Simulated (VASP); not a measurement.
Band structure of BeCd$_{3}$Te$_{4}$ (ordered alloy cell). Calculation: PBEsol GGA, VASP's PBE PAW potentials (set 64) (plane waves; VASP).

Unless said otherwise, spin-orbit coupling is left out, though it shifts the bands of the heavy elements here.

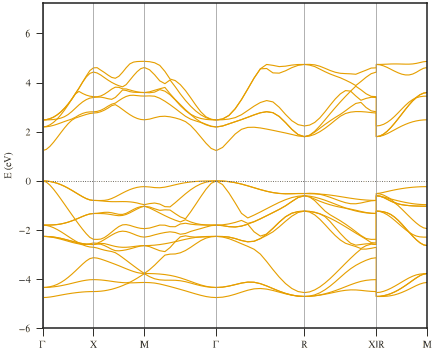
*Bands along high-symmetry lines, zero at the valence-band maximum or, without a gap, the Fermi level*

Task: Read the plot: is there a gap, and where are the band edges?

Result: The gap is direct, 1.23 eV, from the valence maximum at Γ to the conduction minimum at Γ. (Edges off the drawn lines would not show.)

The structure was generated: BeCd3Te4 was put into an ordered model structure (P-43m), which need not be its known phase. It was relaxed first.
